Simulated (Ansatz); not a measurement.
# GeH3F + CH3 radical: a complex and its separated parts, part 2 of 2

Ansatz 0.2.0, Gaussian basis.

## Step 13: CAM-B3LYP-D4/def2-TZVPP

The inputs:

parta/in.yaml

```yaml
crystal:
  periodic: [false, false, false]
  atoms:
    - {symbol: F, position_ang: [1.528797, -1.003259, -0.249259]}
    - {symbol: Ge, position_ang: [0.760734, -0.677597, 1.279961]}
    - {symbol: H, position_ang: [1.615298, -1.373210, 2.346057]}
    - {symbol: H, position_ang: [0.751185, 0.847327, 1.439034]}
    - {symbol: H, position_ang: [-0.651756, -1.266282, 1.184522]}
basis:
  gaussian: {orbitals: def2-TZVPP}
hamiltonian: {xc: {name: CAM-B3LYP}, dispersion: d4}
```

partb/in.yaml

```yaml
crystal:
  periodic: [false, false, false]
  atoms:
    - {symbol: C, position_ang: [-1.001060, 0.868249, -1.500090]}
    - {symbol: H, position_ang: [-0.893684, 1.920149, -1.279669]}
    - {symbol: H, position_ang: [-0.127691, 0.268714, -1.710751]}
    - {symbol: H, position_ang: [-1.981824, 0.415908, -1.509903]}
basis:
  gaussian: {orbitals: def2-TZVPP}
magnetization: {spin_polarized: true, initial_magnetization: 1}
hamiltonian: {xc: {name: CAM-B3LYP}, dispersion: d4}
```

The same command starts each run, in its folder.

On the command line:

```console
$ ansatz run in.yaml --threads 8 --pin off --events-out ev --progress --plain --max-ram 19148MiB
```

Log of parta, shortened:

```text
Functional definition: CAM-B3LYP
  name "CAM-B3LYP"
  cite "Yanai, Tew & Handy, Chem. Phys. Lett. 393, 51 (2004) doi:10.1016/j.cplett.2004.06.011"
  cite "Iikura, Tsuneda, Yanai & Hirao, J. Chem. Phys. 115, 3540 (2001) doi:10.1063/1.1383587"
  cite "Becke, Phys. Rev. A 38, 3098 (1988) doi:10.1103/PhysRevA.38.3098"
  cite "Lee, Yang & Parr, Phys. Rev. B 37, 785 (1988) doi:10.1103/PhysRevB.37.785"
[...]
  # Exact exchange under (alpha + beta erf(omega r))/r, Becke's under what is left of 1/r.
[...]
722 factors; their error is unknown
171 factors; integrals over basis functions are off by at most 1.1e-5 eV
[...]
mean field -59288.61444315 eV, -2178.8163935194 hartree, gradient 2.7e-5 eV, S^2 0.000000; 0 other end points of the search recorded, 0 dependent functions left out
reference -59288.61454256 eV, -2178.8163971727 hartree; 22, 22 occupied and 99, 99 virtual orbitals, 722 factors
Total energy: -59288.65467245 eV, -2178.8178719188 hartree
```

Log of partb, shortened:

```text
[... 6 set-up lines as earlier in the session ...]
[...]
  # Exact exchange under (alpha + beta erf(omega r))/r, Becke's under what is left of 1/r.
[...]
357 factors; their error is unknown
102 factors; integrals over basis functions are off by at most 1.3e-5 eV
[...]
mean field -1083.78481809 eV, -39.8283574490 hartree, gradient 6.9e-5 eV, S^2 0.753645; 0 other end points of the search recorded, 0 dependent functions left out
reference -1083.78490356 eV, -39.8283605900 hartree; 5, 4 occupied and 68, 69 virtual orbitals, 357 factors
Total energy: -1083.79741879 eV, -39.8288205163 hartree
```

They took 0.5 s (parta), 0.25 s (partb) on 8 threads of Arm Neoverse V1, shared host.

## Step 14: wB97X-V/def2-TZVPP

Each input of step 13 (parta, partb) changes in the same lines:

```diff
-hamiltonian: {xc: {name: CAM-B3LYP}, dispersion: d4}
+hamiltonian: {xc: {name: wB97X-V}}
```

Each run has its own folder and the same command.

On the command line:

```console
$ ansatz run in.yaml --threads 8 --pin off --events-out ev --progress --plain --max-ram 19148MiB
```

parta printed, shortened:

```text
Functional definition: wB97X-V
  name "wB97X-V"
  cite "Mardirossian & Head-Gordon, Phys. Chem. Chem. Phys. 16, 9904 (2014) doi:10.1039/C3CP54374A"
[... 2 set-up lines as earlier in the session ...]
[...]
      + integral(e_c_pw_opposite_spin*poly(b97_u_opposite, cos0, cos1)) + vv10(b, c)
722 factors; their error is unknown
152 factors; integrals over basis functions are off by at most 7.3e-6 eV
[...]
mean field -59279.81432884 eV, -2178.4929952836 hartree, gradient 3.9e-5 eV, S^2 0.000000; 0 other end points of the search recorded, 0 dependent functions left out
reference -59279.81432737 eV, -2178.4929952295 hartree; 22, 22 occupied and 99, 99 virtual orbitals, 722 factors
Total energy: -59279.81432737 eV, -2178.4929952295 hartree
```

Log of partb, shortened:

```text
[... 5 set-up lines as earlier in the session ...]
[...]
      + integral(e_c_pw_opposite_spin*poly(b97_u_opposite, cos0, cos1)) + vv10(b, c)
357 factors; their error is unknown
102 factors; integrals over basis functions are off by at most 1.7e-5 eV
[...]
mean field -1084.01290233 eV, -39.8367393902 hartree, gradient 1.4e-5 eV, S^2 0.753098; 0 other end points of the search recorded, 0 dependent functions left out
reference -1084.01290161 eV, -39.8367393638 hartree; 5, 4 occupied and 68, 69 virtual orbitals, 357 factors
Total energy: -1084.01290161 eV, -39.8367393638 hartree
```

Wall times: 1 s (parta), 0.5 s (partb) on 8 threads of Arm Neoverse V1, shared host.

## Step 15: wB97M-V/def2-TZVPP

Each input of step 14 (parta, partb) changes in the same lines:

```diff
-hamiltonian: {xc: {name: wB97X-V}}
+hamiltonian: {xc: {name: wB97M-V}}
```

One command serves all of them, each in its own folder.

On the command line:

```console
$ ansatz run in.yaml --threads 8 --pin off --events-out ev --progress --plain --max-ram 19148MiB
```

Output in parta, shortened:

```text
Functional definition: wB97M-V
  name "wB97M-V"
  cite "Mardirossian & Head-Gordon, J. Chem. Phys. 144, 214110 (2016) doi:10.1063/1.4952647"
[... 2 set-up lines as earlier in the session ...]
  # Of w^i u^j: cxij and so on, Table III.
[...]
  gx(w, u) = 1 - cx + cx01*u + cx10*w
[...]
      + integral(e_c_pw_mod_opposite_spin*gos(b97_w_opposite, b97_u_opposite)) + vv10(b, c)
719 factors; their error is unknown
152 factors; integrals over basis functions are off by at most 7.3e-6 eV
[...]
mean field -59281.74906659 eV, -2178.5640955844 hartree, gradient 3.9e-5 eV, S^2 0.000000; 0 other end points of the search recorded, 0 dependent functions left out
reference -59281.74910221 eV, -2178.5640968935 hartree; 22, 22 occupied and 99, 99 virtual orbitals, 719 factors
Total energy: -59281.74910221 eV, -2178.5640968935 hartree
```

Log of partb, shortened:

```text
[... 5 set-up lines as earlier in the session ...]
  # Of w^i u^j: cxij and so on, Table III.
[...]
  gx(w, u) = 1 - cx + cx01*u + cx10*w
[...]
      + integral(e_c_pw_mod_opposite_spin*gos(b97_w_opposite, b97_u_opposite)) + vv10(b, c)
357 factors; their error is unknown
102 factors; integrals over basis functions are off by at most 1.7e-5 eV
[...]
mean field -1083.52988424 eV, -39.8189888028 hartree, gradient 8.3e-6 eV, S^2 0.753186; 0 other end points of the search recorded, 0 dependent functions left out
reference -1083.52991464 eV, -39.8189899200 hartree; 5, 4 occupied and 68, 69 virtual orbitals, 357 factors
Total energy: -1083.52991464 eV, -39.8189899200 hartree
```

Times: 1.3 s (parta), 0.5 s (partb) on 8 threads of Arm Neoverse V1, shared host.

## Step 16: B2PLYP/def2-TZVPP

The same edit goes into each in.yaml of step 15 (parta, partb):

```diff
-hamiltonian: {xc: {name: wB97M-V}}
+hamiltonian: {xc: {name: B2PLYP}}
```

One command serves all of them, each in its own folder.

On the command line:

```console
$ ansatz run in.yaml --threads 8 --pin off --events-out ev --progress --plain --max-ram 19148MiB
```

parta printed, shortened:

```text
Functional definition: B2PLYP
  name "B2PLYP"
  cite "Grimme, J. Chem. Phys. 124, 034108 (2006) doi:10.1063/1.2148954"
[... 2 set-up lines as earlier in the session ...]
[...]
750 factors; integrals over basis functions are off by at most 1.1e-3 eV
[...]
mean field -59269.82695686 eV, -2178.1259661329 hartree, gradient 2.2e-6 eV, S^2 0.000000; 0 other end points of the search recorded, 0 dependent functions left out
10 core orbitals not correlated: weight in the atoms' cores, before any rotation towards them, 1.000 or more for the frozen orbitals, at most 0.000 for the correlated occupied ones
reference -59269.82708706 eV, -2178.1259709178 hartree; 12, 12 occupied and 99, 99 virtual orbitals, 750 factors
second order -16.88841562 eV of doubles, -0.00000000 eV of singles
Total energy: -59274.38695928 eV, -2178.2935431309 hartree
```

Output in partb, shortened:

```text
[... 5 set-up lines as earlier in the session ...]
[...]
412 factors; integrals over basis functions are off by at most 9.6e-4 eV
[...]
mean field -1081.94084696 eV, -39.7605927600 hartree, gradient 2.8e-6 eV, S^2 0.755812; 0 other end points of the search recorded, 0 dependent functions left out
1 core orbitals not correlated: weight in the atoms' cores, before any rotation towards them, 1.000 or more for the frozen orbitals, at most 0.000 for the correlated occupied ones
reference -1081.94095714 eV, -39.7605968091 hartree; 4, 3 occupied and 68, 69 virtual orbitals, 412 factors
second order -5.15441714 eV of doubles, -0.00000000 eV of singles
Total energy: -1083.33264977 eV, -39.8117405698 hartree
```

Times: 0.65 s (parta), 0.25 s (partb) on 8 threads of Arm Neoverse V1, shared host.

## Step 17: PBE-QIDH/def2-TZVPP

The same edit goes into each in.yaml of step 16 (parta, partb):

```diff
-hamiltonian: {xc: {name: B2PLYP}}
+hamiltonian: {xc: {name: PBE-QIDH}}
```

The same command starts each run, in its folder.

On the command line:

```console
$ ansatz run in.yaml --threads 8 --pin off --events-out ev --progress --plain --max-ram 19148MiB
```

Log of parta, shortened:

```text
Functional definition: PBE-QIDH
  name "PBE-QIDH"
  cite "Brémond, Sancho-García, Pérez-Jiménez & Adamo, J. Chem. Phys. 141, 031101 (2014) doi:10.1063/1.4890314"
[... 1 set-up line as earlier in the session ...]
[...]
750 factors; integrals over basis functions are off by at most 1.1e-3 eV
[...]
mean field -59261.66601105 eV, -2177.8260569062 hartree, gradient 3.3e-6 eV, S^2 0.000000; 0 other end points of the search recorded, 0 dependent functions left out
10 core orbitals not correlated: weight in the atoms' cores, before any rotation towards them, 1.000 or more for the frozen orbitals, at most 0.000 for the correlated occupied ones
reference -59261.66602064 eV, -2177.8260572586 hartree; 12, 12 occupied and 99, 99 virtual orbitals, 750 factors
second order -15.73025360 eV of doubles, -0.00000000 eV of singles
Total energy: -59266.90943851 eV, -2178.0187493111 hartree
```

partb printed, shortened:

```text
[... 4 set-up lines as earlier in the session ...]
[...]
412 factors; integrals over basis functions are off by at most 9.6e-4 eV
[...]
mean field -1081.25277905 eV, -39.7353067306 hartree, gradient 3.3e-6 eV, S^2 0.757545; 0 other end points of the search recorded, 0 dependent functions left out
1 core orbitals not correlated: weight in the atoms' cores, before any rotation towards them, 1.000 or more for the frozen orbitals, at most 0.000 for the correlated occupied ones
reference -1081.25278720 eV, -39.7353070302 hartree; 4, 3 occupied and 68, 69 virtual orbitals, 412 factors
second order -4.79943393 eV of doubles, -0.00000000 eV of singles
Total energy: -1082.85259851 eV, -39.7940990115 hartree
```

Times: 0.7 s (parta), 0.25 s (partb) on 8 threads of Arm Neoverse V1, shared host.

## Step 18: RPA on PBE/def2-TZVPP

Each input of step 17 (parta, partb) changes in the same lines:

```diff
-hamiltonian: {xc: {name: PBE-QIDH}}
+hamiltonian: {xc: pbe}
+correlation: {method: rpa}
```

One command serves all of them, each in its own folder.

On the command line:

```console
$ ansatz run in.yaml --threads 8 --pin off --events-out ev --progress --plain --max-ram 19148MiB
```

Log of parta, shortened:

```text
[... 4 set-up lines as earlier in the session ...]
[...]
750 factors; integrals over basis functions are off by at most 1.1e-3 eV
[...]
mean field -59274.48823569 eV, -2178.2972649704 hartree, gradient 5.4e-7 eV, S^2 0.000000; 0 other end points of the search recorded, 0 dependent functions left out
10 core orbitals not correlated: weight in the atoms' cores, before any rotation towards them, 1.000 or more for the frozen orbitals, at most 0.000 for the correlated occupied ones
reference -59227.77292596 eV, -2176.5805090027 hartree; 12, 12 occupied and 99, 99 virtual orbitals, 750 factors
Total energy: -59249.98976176 eV, -2177.3969626591 hartree
```

Log of partb, shortened:

```text
[... 4 set-up lines as earlier in the session ...]
[...]
412 factors; integrals over basis functions are off by at most 9.6e-4 eV
[...]
mean field -1082.71361136 eV, -39.7889913278 hartree, gradient 1.4e-6 eV, S^2 0.753733; 0 other end points of the search recorded, 0 dependent functions left out
1 core orbitals not correlated: weight in the atoms' cores, before any rotation towards them, 1.000 or more for the frozen orbitals, at most 0.000 for the correlated occupied ones
reference -1076.79321052 eV, -39.5714206100 hartree; 4, 3 occupied and 68, 69 virtual orbitals, 412 factors
Total energy: -1084.93954343 eV, -39.8707928225 hartree
```

Wall times: 0.65 s (parta), 0.25 s (partb) on 8 threads of Arm Neoverse V1, shared host.

## Step 19: CCSD(T)/def2-TZVPP

parta/in.yaml: that of step 18 with these lines changed.

```diff
@@ -10,3 +10,2 @@
   gaussian: {orbitals: def2-TZVPP}
-hamiltonian: {xc: pbe}
-correlation: {method: rpa}
+correlation: {method: ccsd_t}
```

partb/in.yaml: that of step 18 with these lines changed.

```diff
@@ -10,3 +10,3 @@
 magnetization: {spin_polarized: true, initial_magnetization: 1}
-hamiltonian: {xc: pbe}
-correlation: {method: rpa}
+correlation: {method: ccsd_t}
+scf: {omitted_lower_state_checks: [cluster_reference]}
```

One command serves all of them, each in its own folder.

On the command line:

```console
$ ansatz run in.yaml --threads 8 --pin off --events-out ev --progress --plain --max-ram 19148MiB
```

parta printed, shortened:

```text
Functional definition: HF
  name "HF"
  cite "Fock, Z. Phys. 61, 126 (1930) doi:10.1007/BF01340294"
[... 1 set-up line as earlier in the session ...]
[...]
750 factors; integrals over basis functions are off by at most 1.1e-3 eV
[...]
mean field -59228.98341847 eV, -2176.6249937819 hartree, gradient 2.4e-6 eV, S^2 0.000000; 0 other end points of the search recorded, 0 dependent functions left out
10 core orbitals not correlated: weight in the atoms' cores, before any rotation towards them, 1.000 or more for the frozen orbitals, at most 0.000 for the correlated occupied ones
reference -59228.98341847 eV, -2176.6249937819 hartree; 12, 12 occupied and 99, 99 virtual orbitals, 750 factors
second order -14.06914637 eV of doubles, -0.00000000 eV of singles
cycle   1  -13.93186640 eV  change    1.4e-1 eV  update   8.9e-2
[...]
cycle   9  -14.41096957 eV  change   -1.0e-5 eV  update   1.1e-5
perturbative correction -0.41888186 eV, -0.0153936244 hartree
Total energy: -59243.81326990 eV, -2177.1699807700 hartree
```

Log of partb, shortened:

```text
[... 4 set-up lines as earlier in the session ...]
[...]
412 factors; integrals over basis functions are off by at most 9.6e-4 eV
[...]
mean field -1076.99025284 eV, -39.5786617815 hartree, gradient 1.4e-6 eV, S^2 0.761784; 0 other end points of the search recorded, 0 dependent functions left out
[...]
reference -1076.99025284 eV, -39.5786617815 hartree; 4, 3 occupied and 68, 69 virtual orbitals, 412 factors
second order -4.28926137 eV of doubles, -0.00000000 eV of singles
cycle   1  -4.70297966 eV  change   -4.1e-1 eV  update   3.9e-2
[...]
cycle   9  -4.85382317 eV  change    9.8e-7 eV  update   2.6e-6
perturbative correction -0.12743208 eV, -0.0046830427 hartree
Total energy: -1081.97150809 eV, -39.7617195357 hartree
Checks for a lower state left out: cluster_reference
```

Times: 2.9 s (parta), 0.45 s (partb) on 8 threads of Arm Neoverse V1, shared host; peak memory 0.56 GiB.

## Step 20: Vibrations of GeH3F

The input, vib-parta/in.yaml:

```yaml
crystal:
  periodic: [false, false, false]
  atoms:
    - {symbol: F, position_ang: [1.528797, -1.003259, -0.249259]}
    - {symbol: Ge, position_ang: [0.760734, -0.677597, 1.279961]}
    - {symbol: H, position_ang: [1.615298, -1.373210, 2.346057]}
    - {symbol: H, position_ang: [0.751185, 0.847327, 1.439034]}
    - {symbol: H, position_ang: [-0.651756, -1.266282, 1.184522]}
basis:
  gaussian: {orbitals: def2-TZVP}
hamiltonian: {xc: pbe0, dispersion: d4}
phonons: {temperatures: {t_min: 298.15, t_max: 900, t_step: 200}}
```

On the command line:

```console
$ ansatz run in.yaml --threads 8 --pin off --events-out ev --progress --plain --max-ram 19148MiB
```

Output, shortened:

```text
[... 5 set-up lines as earlier in the session ...]
[...]
689 factors; their error is unknown
[...]
mean field -59276.03112871 eV, -2178.3539652430 hartree, gradient 7.3e-5 eV, S^2 0.000000; 0 other end points of the search recorded, 0 dependent functions left out
[...]
Atom 2 at     1.615298    -1.373210     2.346057 Å, force     0.000008     0.000009    -0.000026 eV/Å
Atom 3 at     0.751185     0.847327     1.439034 Å, force    -0.000073    -0.000464     0.000074 eV/Å
Atom 4 at    -0.651756    -1.266282     1.184522 Å, force     0.000374     0.000225     0.000135 eV/Å
Dipole moment:    -0.195008     0.082680     0.388297 e Å
Vibrations: 635.91 636.00 699.05 870.48 870.58 872.80 2179.09 2188.59 2188.66 cm⁻¹, zero-point energy 0.690664 eV
```

Wall time 8.5 s (8 threads of Arm Neoverse V1, shared host).

Wavenumbers and character of the modes:

| mode | wavenumber (cm⁻¹) | character |
| --- | --- | --- |
| 1 | 636 | bend |
| 2 | 636 | bend |
| 3 | 699 | Ge–F stretch |
| 4 | 870 | bend |
| 5 | 871 | bend |
| 6 | 873 | bend |
| 7 | 2179 | Ge–H stretch |
| 8 | 2189 | Ge–H stretch |
| 9 | 2189 | Ge–H stretch |

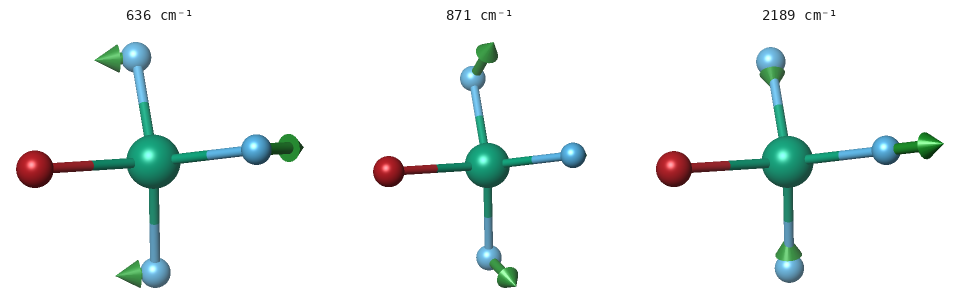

Displacements of 3 modes, as arrows.

Vibrational sums (real modes only):

| T (K) | entropy (J/mol/K) | heat capacity (J/mol/K) |
| --- | --- | --- |
| 298 | 6.5 | 18.3 |
| 498 | 20.4 | 35.5 |
| 698 | 34.2 | 46.4 |
| 898 | 46.9 | 53.8 |

## Step 21: Vibrations of CH3 radical

The input, vib-partb/in.yaml:

```yaml
crystal:
  periodic: [false, false, false]
  atoms:
    - {symbol: C, position_ang: [-1.001060, 0.868249, -1.500090]}
    - {symbol: H, position_ang: [-0.893684, 1.920149, -1.279669]}
    - {symbol: H, position_ang: [-0.127691, 0.268714, -1.710751]}
    - {symbol: H, position_ang: [-1.981824, 0.415908, -1.509903]}
basis:
  gaussian: {orbitals: def2-TZVP}
magnetization: {spin_polarized: true, initial_magnetization: 1}
hamiltonian: {xc: pbe0, dispersion: d4}
phonons: {temperatures: {t_min: 298.15, t_max: 900, t_step: 200}}
```

On the command line:

```console
$ ansatz run in.yaml --threads 8 --pin off --events-out ev --progress --plain --max-ram 19148MiB
```

Output, shortened:

```text
[... 5 set-up lines as earlier in the session ...]
[...]
312 factors; their error is unknown
[...]
mean field -1082.98651179 eV, -39.7990202335 hartree, gradient 8.5e-6 eV, S^2 0.754652; 0 other end points of the search recorded, 0 dependent functions left out
[...]
Atom 1 at    -0.893684     1.920149    -1.279669 Å, force     0.000058     0.000195     0.000054 eV/Å
Atom 2 at    -0.127691     0.268714    -1.710751 Å, force     0.000342    -0.000237    -0.000067 eV/Å
Atom 3 at    -1.981824     0.415908    -1.509903 Å, force    -0.000171    -0.000122     0.000005 eV/Å
Dipole moment:    -0.000001     0.000002    -0.000009 e Å
Vibrations: 526.29 1400.13 1400.15 3128.03 3311.19 3311.25 cm⁻¹, zero-point energy 0.810673 eV
```

Wall time 1.3 s (8 threads of Arm Neoverse V1, shared host).

Wavenumbers and character of the modes:

| mode | wavenumber (cm⁻¹) | character |
| --- | --- | --- |
| 1 | 526 | out-of-plane bend |
| 2 | 1400 | bend |
| 3 | 1400 | bend |
| 4 | 3128 | C–H stretch |
| 5 | 3311 | C–H stretch |
| 6 | 3311 | C–H stretch |

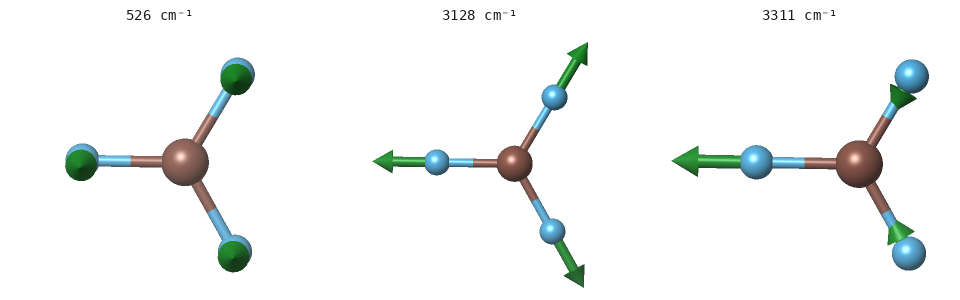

How the atoms move in 3 of the modes.

Vibrational sums (real modes only):

| T (K) | entropy (J/mol/K) | heat capacity (J/mol/K) |
| --- | --- | --- |
| 298 | 2.6 | 5.9 |
| 498 | 7.1 | 12.0 |
| 698 | 12.1 | 17.6 |
| 898 | 17.1 | 22.7 |

## Step 22: Complex less separated parts

The complex's own energies come from single points at the same levels.

Rows are in def2-TZVPP; times add the 3 runs of a level on a shared host, so small differences are noise.

Differences are taken before rounding.

| method | rung | complex less parts (kJ/mol) | from CCSD(T) (kJ/mol) | time |
| --- | --- | --- | --- | --- |
| SPW92 | LDA | -13.6 | -6.9 | 1.1 s |
| PBE-D4 | GGA | -9.1 | -2.4 | 1.9 s |
| BLYP-D4 | GGA | -7.8 | -1.2 | 1.7 s |
| r2SCAN-D4 | meta-GGA | -7.4 | -0.7 | 4 s |
| B97M-V | meta-GGA | -8.5 | -1.8 | 7.1 s |
| PBE0-D4 | hybrid | -8.0 | -1.4 | 2.3 s |
| B3LYP-D4 | hybrid | -7.9 | -1.2 | 2.3 s |
| r2SCAN0-D4 | hybrid | -7.3 | -0.6 | 4.5 s |
| BHLYP-D4 | hybrid | -8.0 | -1.4 | 2.3 s |
| CAM-B3LYP-D4 | range-separated hybrid | -7.8 | -1.2 | 2.7 s |
| wB97X-V | range-separated hybrid | -7.4 | -0.8 | 5.6 s |
| wB97M-V | range-separated hybrid | -7.6 | -0.9 | 6.7 s |
| B2PLYP | double hybrid | -3.7 | +3.0 | 3.4 s |
| PBE-QIDH | double hybrid | -5.1 | +1.5 | 3.2 s |
| RPA on PBE | RPA | -5.3 | +1.4 | 3.3 s |
| Hartree-Fock | wavefunction | 0.8 | +7.5 |  |
| MP2 | wavefunction | -6.3 | +0.4 |  |
| CCSD | wavefunction | -5.7 | +0.9 |  |
| CCSD(T) | wavefunction | -6.7 | 0 | 2.3 min |

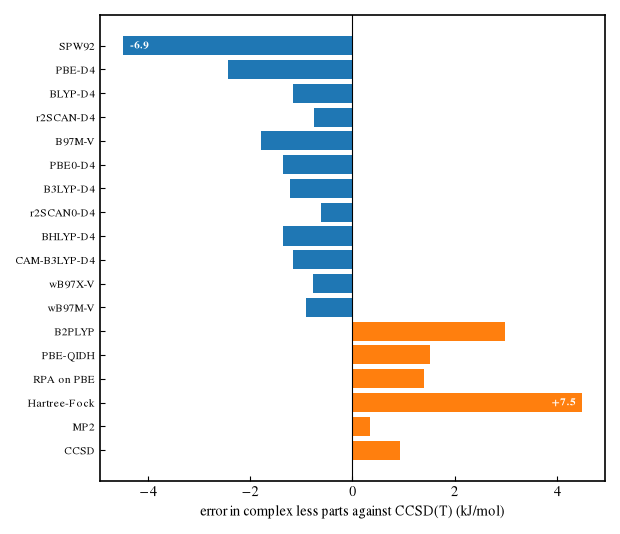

How far each level lands from CCSD(T). Bars with a number in them are cut short.

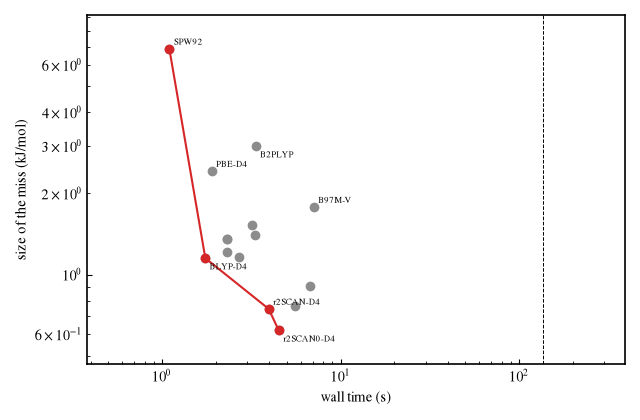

Accuracy for the time spent; red marks the levels that beat every quicker one drawn (of those quicker than the yardstick), and the dashed line is the time of CCSD(T). Only those levels and the largest misses are named. Times are from a shared host.

For cost: r2SCAN0-D4 gets within 0.6 kJ/mol in 4.5 s, where CCSD(T) took 2.3 min; the quickest level in the cost chart, SPW92, takes 1.1 s and misses by 6.9 kJ/mol.

The complex's zero-point energy, from a separate PBE0-D4 run, is 1.538 eV.

## Step 23: What came out

What follows sums up all 2 parts.

```
                              quantity        value
complex less parts, CCSD(T)/def2-TZVPP  -6.7 kJ/mol
                with zero-point energy  -3.2 kJ/mol
                 largest T1 diagnostic        0.012
```

In words: At CCSD(T) the complex lies 6.7 kJ/mol below its parts. The functionals run from r2SCAN0-D4, off by -0.6 kJ/mol, to SPW92, off by -6.9 kJ/mol, against CCSD(T). Mean unsigned error by rung: LDA 6.9, GGA 1.8, meta-GGA 1.3, hybrid 1.1, range-separated hybrid 0.9, double hybrid 2.3 kJ/mol. The double hybrids carry no dispersion term here, unlike the levels marked D4 or V. PBE-D4 gives a relative energy 2.4 kJ/mol too low, an error of 36 % of the reference. No counterpoise was applied, and triple zeta lacks some correlation, so the CCSD(T) reference has a basis error of its own, and close matches with it are partly luck.
